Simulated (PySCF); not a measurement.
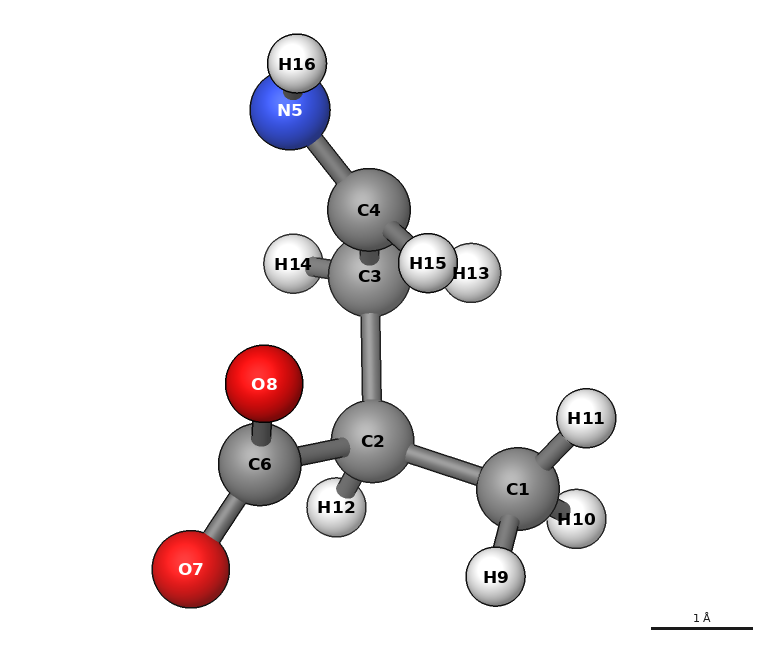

Orthographic view with a scale bar. The species has charge −1 and is a spin singlet. Geometry: a frame of a GFN2-xTB molecular-dynamics simulation, not a minimum.

Give an XYZ file in the frame of the picture: x to the right, y up, z towards the viewer, origin at the mean of the atomic positions.

```xyz
16
C5H8NO2
C    1.35  -1.24  -0.03
C   -0.10  -0.77  -0.52
C   -0.13   0.88  -0.90
C   -0.13   1.54   0.34
N   -0.92   2.53   0.49
C   -1.22  -1.00   0.54
O   -1.91  -2.04   0.49
O   -1.18  -0.19   1.53
H    1.13  -2.11   0.63
H    1.93  -1.54  -0.97
H    2.03  -0.54   0.48
H   -0.46  -1.42  -1.35
H    0.88   0.91  -1.42
H   -0.89   1.00  -1.74
H    0.45   1.01   1.08
H   -0.85   2.99   1.35
```
